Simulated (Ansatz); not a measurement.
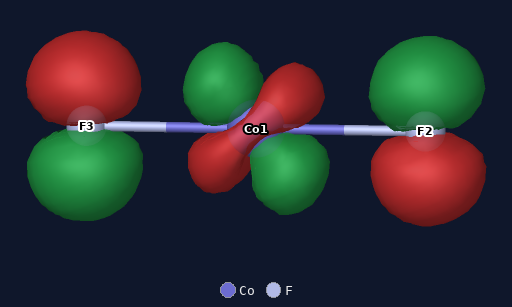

Figure 1: CoF2 (quartet). The HOMO (α) at ±0.2 Å⁻³ᐟ² (green and red are the two phases), seen from one side.

Geometry: PBE-D4/def2-TZVP.

Theory: UKS PBE0-D4/def2-TZVP in Ansatz.

The calculation's input:

```
crystal:
  periodic: [false, false, false]
  atoms:
    - {symbol: Co, position_ang: [0.000002, 0.000017, 0.000006]}
    - {symbol: F, position_ang: [0.242785, -0.630302, 1.594501]}
    - {symbol: F, position_ang: [-0.242787, 0.630285, -1.594507]}
basis:
  gaussian: {orbitals: def2-TZVP, initial_orbitals: start.molden}
magnetization: {spin_polarized: true, initial_magnetization: 3}
hamiltonian: {xc: pbe0, dispersion: d4}
output: {orbitals: {seedname: orbitals}}
```

Launched as:

```sh
ansatz run in.yaml --threads 4 --pin off --events-out ev --progress --plain --max-ram 3916MiB
```

### Where does this orbital lie, and at what energy?

Its weight (Hirshfeld) is mainly on Co1 (about 35 %), F2 (about 30 %) and F3 (about 30 %); it is gerade (even under inversion). It is one of a degenerate set, so its orientation is arbitrary. Its energy is −9.86 eV.
